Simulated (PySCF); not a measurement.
# Run report: B4H10, saddle-point search

- system: B4H10 (arachno-B4H10)
- method: PBE0-D3(BJ)/def2-SVP saddle search from the GFN2-xTB point and Hessian, gas phase (PySCF 2.14.0)

The run did not end well.

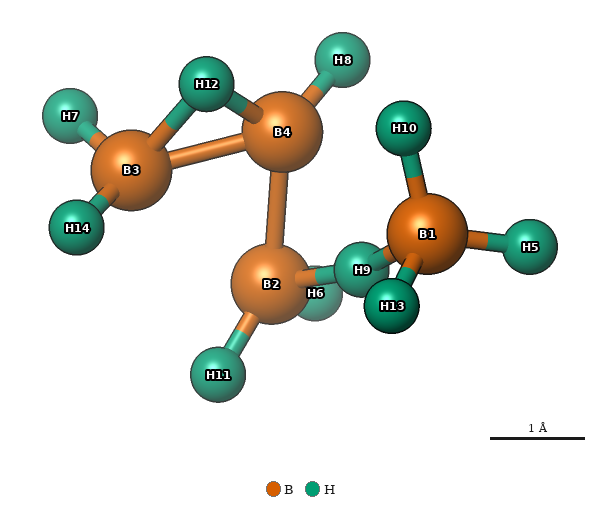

Fig. 1: The starting structure (ball-and-stick view, seen at a tilt; atoms are numbered from 1 in the order of the input). Bond lengths as drawn: B–B 1.67 to 1.71 Å and B–H 1.17 to 1.42 Å.

### Input file
```
{"job": {"xc": "PBE0", "basis": "def2-SVP", "kind": "refine"}, "charge": 0, "multiplicity": 1}
B      0.379248     1.328750     1.237720
B     -0.787626    -0.839128     0.345333
B     -0.330694    -0.569667    -1.610830
B      0.725411    -0.402820    -0.332139
H      0.723851     1.124232     2.346847
H     -0.669730    -1.811583     1.005229
H     -0.072601    -1.494282    -2.289440
H      1.702466    -0.925351     0.029003
H     -0.252235     0.162478     0.976929
H      1.290112     1.479397     0.487571
H     -1.913432    -0.536499     0.180567
H      0.836364     0.213019    -1.417764
H     -0.489004     2.107482     1.068725
H     -1.142129     0.163971    -2.027751
```

The first line tells a small driver script what to run in PySCF; the rest is the geometry in Å.

Machine: 1 CPU thread, shared host.

Launched with:
```bash
OMP_NUM_THREADS=1 python <driver script> task.json out
```

### Log
```
step      E/eV     max force
  0     -2858.91835   1.3683
  1     -2859.21547   0.7908
  2     -2859.36697   0.6237
  3     -2859.37342   0.6725
  4     -2859.38638   0.5731
  5     -2859.35750   0.4566
  6     -2859.33231   0.3033
  7     -2859.31545   0.2674
  8     -2859.31096   0.2327
  9     -2859.31005   0.2567
 10     -2859.29318   0.2993
 11     -2859.28556   0.3809
 12     -2859.31034   0.1468
 13     -2859.32920   0.1838
 14     -2859.32007   0.3472
 15     -2859.32556   0.1092
 16     -2859.31814   0.1119
 17     -2859.30769   0.1089
 18     -2859.29466   0.1633
 19     -2859.28705   0.2121
 20     -2859.27940   0.2098
 21     -2859.27297   0.3299
 22     -2859.26999   0.5072
 23     -2859.26680   0.3000
 24     -2859.27197   0.3681
```

### Trajectory as extended XYZ (Å, eV, eV/Å), 8 of the 25 frames kept, from step=0 to step=24
```
14
Properties=species:S:1:pos:R:3:forces:R:3 step=0 energy=-2858.91835
B     0.3792    1.3287    1.2377   -0.1320   0.4360   0.2030
B    -0.7876   -0.8391    0.3453   -0.1130  -0.3440  -1.1850
B    -0.3307   -0.5697   -1.6108   -0.2940   0.5860   1.2010
B     0.7254   -0.4028   -0.3321   -0.1320   0.2080   0.8910
H     0.7239    1.1242    2.3468    0.2340  -0.5330   0.5940
H    -0.6697   -1.8116    1.0052    0.4760  -0.3610   0.4490
H    -0.0726   -1.4943   -2.2894    0.4970  -0.7340  -0.1700
H     1.7025   -0.9254    0.0290    0.6930  -0.1940   0.2970
H    -0.2522    0.1625    0.9769   -0.0320  -0.1250   0.3720
H     1.2901    1.4794    0.4876    0.6440  -0.4720  -1.0100
H    -1.9134   -0.5365    0.1806   -0.5550   0.4070  -0.3160
H     0.8364    0.2130   -1.4178   -0.1720   0.1690  -0.8260
H    -0.4890    2.1075    1.0687   -0.6910   0.2700  -0.3520
H    -1.1421    0.1640   -2.0278   -0.4220   0.6880  -0.1480
14
Properties=species:S:1:pos:R:3:forces:R:3 step=3 energy=-2859.37342
B     0.4180    1.3597    1.1816   -0.2330   0.0600  -0.0390
B    -0.8722   -0.9271    0.2487   -0.1230  -0.0140  -0.2690
B    -0.3485   -0.5398   -1.5259    0.1610   0.2510   0.1780
B     0.6832   -0.3055   -0.1867    0.3600  -0.1280  -0.0630
H     0.7371    1.0846    2.3069    0.0840  -0.0640   0.0520
H    -0.6575   -1.8453    0.9956    0.1150  -0.0250   0.0070
H     0.0122   -1.4465   -2.2252    0.0840  -0.1420  -0.0170
H     1.6821   -0.8848    0.1152    0.0250  -0.0110   0.0320
H    -0.0738    0.0402    0.9041   -0.2290   0.1290   0.6190
H     1.3363    1.4123    0.3709    0.0580  -0.2040  -0.2420
H    -1.9859   -0.4875    0.1853   -0.0310   0.0430   0.0070
H     0.7603    0.2589   -1.3547   -0.1330  -0.0040  -0.2070
H    -0.5464    2.0338    0.9316   -0.0250  -0.0080  -0.0590
H    -1.1449    0.2469   -1.9474   -0.1150   0.1160   0.0000
14
Properties=species:S:1:pos:R:3:forces:R:3 step=7 energy=-2859.31545
B     0.4213    1.4485    1.1598   -0.1150   0.1100   0.1550
B    -0.8688   -0.9433    0.2594   -0.1220   0.0650   0.1290
B    -0.3627   -0.5324   -1.5347    0.1780   0.0480  -0.1170
B     0.6883   -0.4756   -0.2140    0.1900   0.0290  -0.1200
H     0.6026    1.1458    2.3183   -0.0060  -0.0450  -0.0640
H    -0.6685   -1.8658    1.0122    0.0450  -0.0010  -0.0360
H    -0.0225   -1.3983   -2.3118   -0.0410   0.0470   0.1250
H     1.7120   -1.0209    0.0704    0.0020  -0.0110  -0.0240
H     0.0680   -0.0071    0.8926   -0.1870  -0.0070   0.1910
H     1.4140    1.5768    0.4712    0.0180  -0.0880  -0.1330
H    -1.9686   -0.4590    0.2346    0.0630  -0.0490  -0.0300
H     0.7517    0.2403   -1.3096   -0.0860  -0.0550  -0.0210
H    -0.6025    1.9999    0.8275    0.0930  -0.0740  -0.0620
H    -1.1644    0.2913   -1.8760   -0.0320   0.0300   0.0080
14
Properties=species:S:1:pos:R:3:forces:R:3 step=10 energy=-2859.29318
B     0.4548    1.5213    1.1976   -0.2040   0.0300   0.2170
B    -0.8645   -0.9581    0.2757    0.2190  -0.0440  -0.0770
B    -0.3733   -0.5438   -1.5563   -0.0570   0.0700   0.0830
B     0.6803   -0.5438   -0.2433    0.0190   0.1520   0.0820
H     0.5409    1.1306    2.3451    0.0400   0.0520  -0.1430
H    -0.6487   -1.8665    1.0402    0.0300  -0.0070  -0.0120
H    -0.0629   -1.4101   -2.3315    0.0320  -0.0550  -0.0690
H     1.7202   -1.0584    0.0426   -0.0390  -0.0250  -0.0060
H     0.0600    0.0299    0.8265   -0.0640  -0.0900   0.0300
H     1.4724    1.6696    0.5578    0.0300  -0.0740  -0.0770
H    -1.9709   -0.5217    0.2042   -0.1440   0.0960   0.0150
H     0.7421    0.2157   -1.3072   -0.0270  -0.0300  -0.0450
H    -0.5702    2.0451    0.8201    0.1170  -0.0440  -0.0290
H    -1.1804    0.2902   -1.8715    0.0480  -0.0310   0.0300
14
Properties=species:S:1:pos:R:3:forces:R:3 step=14 energy=-2859.32007
B     0.4098    1.4606    1.1117   -0.1930  -0.0210   0.1920
B    -0.8293   -0.9732    0.2943    0.1170   0.0340  -0.0220
B    -0.3904   -0.4786   -1.5056    0.0200   0.0010   0.0010
B     0.7088   -0.4986   -0.2250   -0.0890   0.1500   0.1110
H     0.3512    1.2282    2.3126    0.0700   0.0640  -0.3340
H    -0.5753   -1.9189    1.0016    0.0010   0.0030  -0.0150
H    -0.1120   -1.3210   -2.3248    0.0080   0.0000   0.0230
H     1.7374   -1.0506    0.0201    0.0290  -0.0100  -0.0020
H     0.0873   -0.0339    0.9335   -0.0420  -0.0370  -0.0310
H     1.5211    1.4773    0.6039   -0.0960  -0.0460  -0.0050
H    -1.9457   -0.5404    0.2909   -0.0200   0.0300   0.0030
H     0.7449    0.2600   -1.2928   -0.0320  -0.0370  -0.0150
H    -0.5146    2.0141    0.5472    0.2110  -0.1370   0.0910
H    -1.1932    0.3750   -1.7674    0.0160   0.0070   0.0040
14
Properties=species:S:1:pos:R:3:forces:R:3 step=17 energy=-2859.30769
B     0.4608    1.5156    1.1951    0.0350  -0.0270   0.0510
B    -0.8541   -0.9773    0.2742   -0.0840   0.0200   0.0330
B    -0.3880   -0.5412   -1.5486    0.0090   0.0210   0.0060
B     0.6720   -0.4978   -0.2402    0.0850   0.0680  -0.0030
H     0.4526    1.1687    2.3562    0.0040   0.0220  -0.0790
H    -0.6035   -1.8979    1.0146    0.0040   0.0070  -0.0250
H    -0.0354   -1.3916   -2.3302   -0.0040   0.0070   0.0150
H     1.7142   -1.0230    0.0138   -0.0090   0.0270   0.0150
H     0.0305    0.0215    0.8494   -0.0290  -0.0470   0.0220
H     1.5354    1.5552    0.6268   -0.0340  -0.0570  -0.0300
H    -1.9737   -0.5455    0.2496    0.0390  -0.0060   0.0010
H     0.6972    0.2610   -1.3098   -0.0090  -0.0160  -0.0030
H    -0.4778    2.0981    0.7128   -0.0240  -0.0240  -0.0180
H    -1.2302    0.2544   -1.8639    0.0150   0.0060   0.0150
14
Properties=species:S:1:pos:R:3:forces:R:3 step=21 energy=-2859.27297
B     0.5207    1.5944    1.2645    0.1720   0.0880  -0.0330
B    -0.8522   -1.0057    0.2853   -0.1450   0.0180   0.0550
B    -0.4223   -0.5936   -1.5845    0.0810   0.0510   0.0170
B     0.6388   -0.5199   -0.2935    0.2110   0.1560   0.0160
H     0.2840    1.2359    2.4005   -0.0020   0.0120  -0.1550
H    -0.5926   -1.9500    0.9916    0.0060   0.0060  -0.0040
H     0.0285   -1.3905   -2.3745   -0.0380   0.0100   0.0410
H     1.7210   -0.9893   -0.0898   -0.0780   0.0310   0.0040
H     0.0304    0.0076    0.8017    0.0040  -0.1110  -0.0690
H     1.6807    1.5386    0.8738   -0.3260  -0.0300   0.0410
H    -1.9653   -0.5543    0.3091    0.0680  -0.0090  -0.0080
H     0.5825    0.3158   -1.3129   -0.0340  -0.1180   0.0140
H    -0.3067    2.2096    0.6233    0.1050  -0.1350   0.0860
H    -1.3475    0.1014   -1.8947   -0.0240   0.0310  -0.0070
14
Properties=species:S:1:pos:R:3:forces:R:3 step=24 energy=-2859.27197
B     0.5100    1.6377    1.2849   -0.1890  -0.1130   0.2950
B    -0.8481   -1.0000    0.2856    0.0140   0.0320  -0.0430
B    -0.4159   -0.5933   -1.5890    0.0070  -0.0410   0.0610
B     0.6566   -0.5690   -0.3052    0.0530   0.0590   0.0350
H     0.2944    1.2243    2.4120    0.1000   0.0770  -0.2460
H    -0.6107   -1.9457    0.9983    0.0090   0.0210  -0.0040
H    -0.0305   -1.4031   -2.3931    0.0140  -0.0560  -0.0370
H     1.7234   -1.0620   -0.0899   -0.0100   0.0100   0.0020
H     0.0789   -0.0065    0.7677   -0.0520  -0.0640   0.0480
H     1.6400    1.6577    0.8616    0.0630  -0.0580  -0.0450
H    -1.9507   -0.5275    0.2942    0.0380   0.0130   0.0220
H     0.6335    0.2509   -1.3287    0.0270   0.0210  -0.0180
H    -0.3755    2.1837    0.6776   -0.0170   0.0260  -0.0560
H    -1.3056    0.1528   -1.8762   -0.0570   0.0720  -0.0160
```

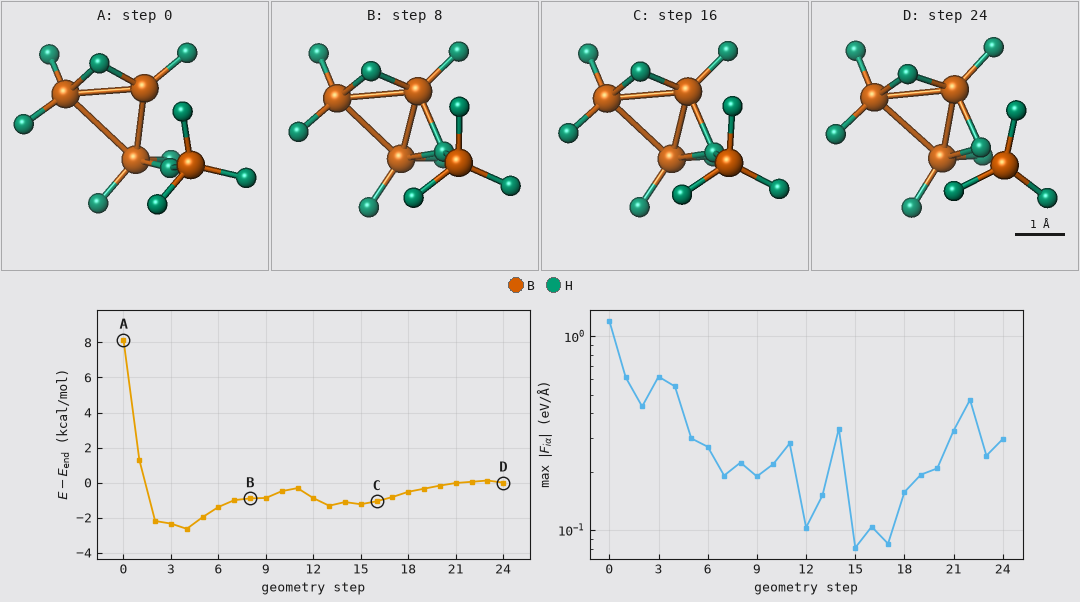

Fig. 2: Frames of the saddle-point search (ball-and-stick view, seen at a tilt) above the curves, on which the letters mark them (steps are counted from 0).

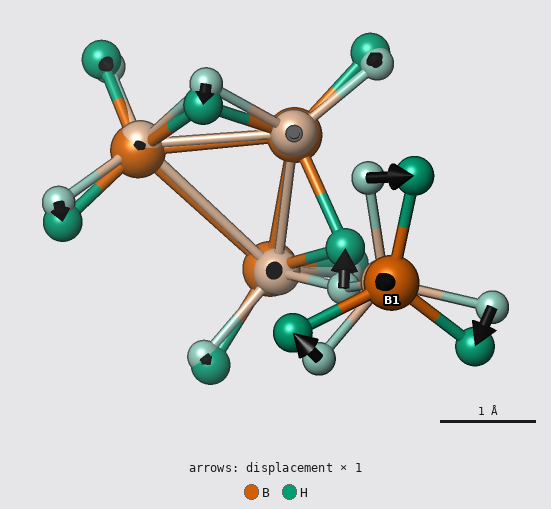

Fig. 3: Start (faint) and end (solid) with the displacements as black arrows, at true length (ball-and-stick view, seen at a tilt). The two geometries are laid on each other by the best rigid fit. The relaxation stopped without meeting its thresholds, so the last structure isn't shown to be converged. The energy falls by 8.15 kcal/mol in 24 geometry steps. Largest force component: 1.2 eV/Å at the start, 0.29 eV/Å at the end. The largest move after the best rigid fit is that of H10, 0.55 Å. Largest moves by element: H 0.55 Å, B 0.33 Å. Among the contacts that change: B1–H9 1.352 → 1.777 Å, B4–H9 1.729 → 1.342 Å, B2–H9 1.300 → 1.442 Å, B2–B3 2.027 → 1.966 Å. New bonds form: B4–H9 (1.73 → 1.34 Å). Bonds break: B1–H9 (1.35 → 1.78 Å). Among the angles that change: B4–B2–H9 68.4° → 50.4°, B3–B2–H9 105.9° → 92.0°, B2–B4–H8 120.2° → 129.3°. (Atoms are counted from 1 in the order of the input.)

### What the run reported

```csv
quantity,value
outcome,not converged
total energy,−105.076308 hartree
wall time,1.9 min
peak memory,0.52 GiB
```

### What went wrong

The run did not converge. At least one of its steps failed, so the values that rest on that step are not results.
